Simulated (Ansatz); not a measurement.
# CF2 (SMILES F[C]F): what the fields show

Input

```
crystal:
  periodic: [false, false, false]
  atoms:
    - {symbol: F, position_ang: [0.316310, 0.971410, 0.281600]}
    - {symbol: C, position_ang: [0.382340, -0.318520, 0.175150]}
    - {symbol: F, position_ang: [-0.698640, -0.652890, -0.456750]}
basis:
  gaussian:
    orbitals: def2-SVP
output: {forces: true, orbitals: {seedname: orbitals}}
accuracy: high
hamiltonian:
  xc: hf
```

Run with:

```sh
ansatz run in.yaml --threads 1 --pin off --max-ram 3480MiB --events-out events.jsonl --progress --plain --runs-dir runs
```

Geometry: PBE0-D4/def2-TZVP.

Method: Ansatz 0.2.0, isolated molecule in a Gaussian basis; Hartree-Fock.

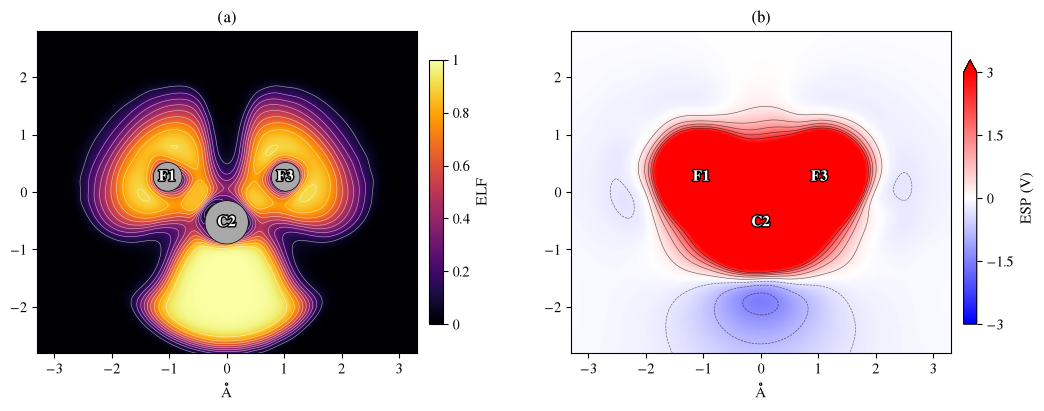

Figure 1. (a) electron localisation function; (b) electrostatic potential on the molecular plane. Grey discs cover the atomic cores in the ELF map.

**Read the bonding off the picture.**

The plane passes through F and C nuclei.
C–F (1.30 Å): the ELF peaks at about 0.85 between the atoms, as expected for a shared but strongly polarised pair.
The ELF also peaks beside C2, F3 and F1, away from the bonds: lone-pair regions.
Outside the dense part of the molecule the potential is most negative (−1.5 V) near C2.

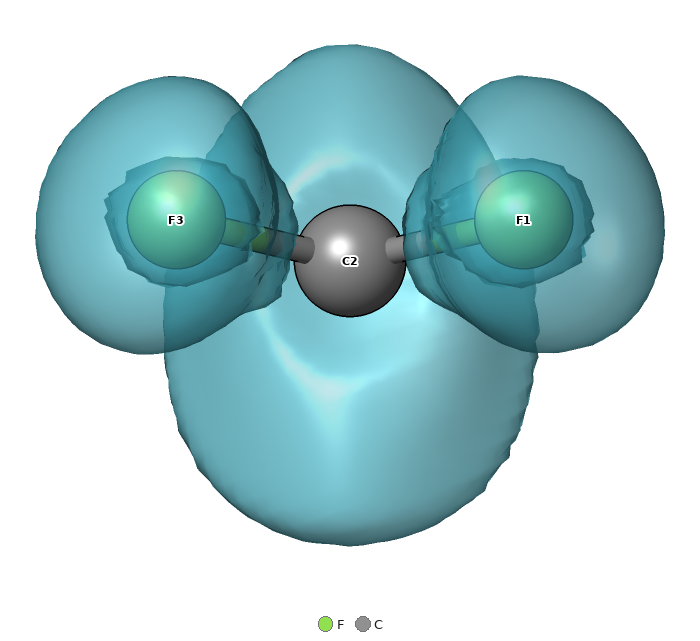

Figure 2. Isosurface of the electron localisation function at 0.75 (cyan), seen from one side. Core shells and regions of very low density are left out.

**What do the ELF domains correspond to?**

The surface consists of two regions on F in which the atom's valence shell and bonds are merged and one lobe on C, pointing away from the bonds (lone pairs).

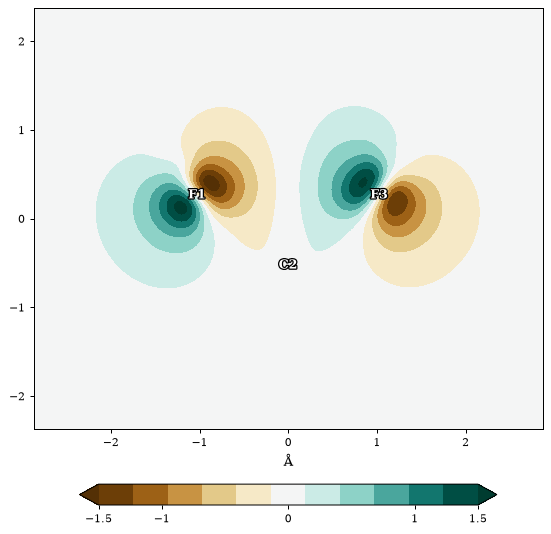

Figure 3. The HOMO−1 on the molecular plane (values in Å⁻³ᐟ²; the overall sign is arbitrary).

**Describe this orbital and give its energy.**

Its weight (Hirshfeld) is mainly on F1 (about 45 %) and F3 (about 45 %); it is symmetric in the molecular plane (an in-plane orbital: σ, lone-pair or in-plane π type); largely a combination of lone pairs on F1 and F3. Its energy is −18.75 eV.

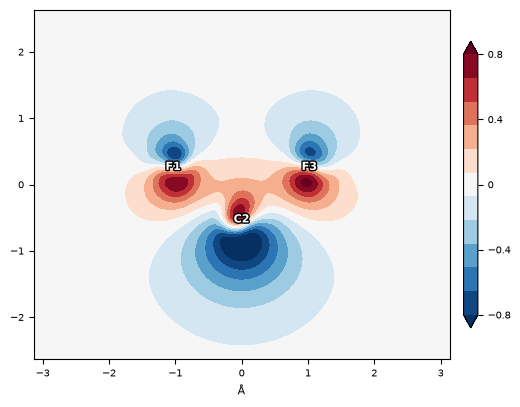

Figure 4. The HOMO on the molecular plane (values in Å⁻³ᐟ²; the overall sign is arbitrary).

**Describe this orbital and give its energy.**

It lies mainly on C2 (about 75 %), F1 (about 10 %) and F3 (about 10 %); it is symmetric in the molecular plane (an in-plane orbital: σ, lone-pair or in-plane π type). Its energy is −12.89 eV.
